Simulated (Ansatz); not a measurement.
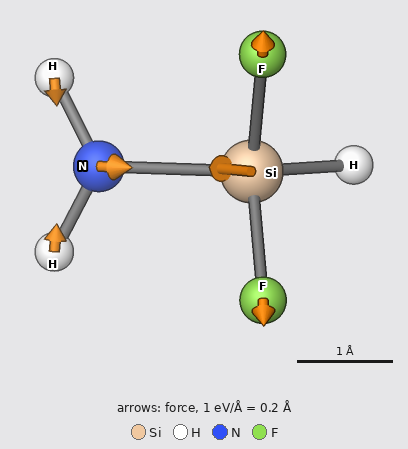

Starting geometry of SiNH₃F₂ with the computed forces as orange arrows. A ball-and-stick model, seen at a tilt.

The run prepares the start of a later molecular dynamics calculation, from a guessed geometry.

All numbers below come from Ansatz, RKS B3LYP-D4/STO-3G. (no spin polarisation; force threshold 0.02 eV/Å; at most 40 steps)

Q: What follows when this structure is relaxed?

A: It isn't relaxed: the largest force vector, on the Si atom, is 4.10 eV/Å. The final displacements have little in common with the starting forces (cosine between the two patterns 0.24). The energy falls by 0.466 eV in 21 accepted moves (27 points after the start). Largest force component: 4.1 eV/Å at the start, 0.015 eV/Å at the end. The line search rejected the trial steps at points 7, 11, 13, 20, 24, 26 of the run. The forces were under the threshold at step 4, but the run went on from there. The atom that moves furthest after the best rigid fit is an H atom (1.05 Å). Largest moves by element: H 1.05 Å, F 0.38 Å, N 0.23 Å, Si 0.07 Å. Among the contacts that change: N–Si 1.820 → 1.739 Å, F–Si 1.589 → 1.636 Å, H–N 1.060 → 1.041 Å, H–Si 1.460 → 1.452 Å. Among the angles between lasting bonds that change: H–N–H 120.0° → 107.4°, F–Si–F 109.5° → 104.8°, Si–N–H 120.0° → 115.8°.

Limits of the set-up: STO-3G is a minimal basis, so the numbers are rough.
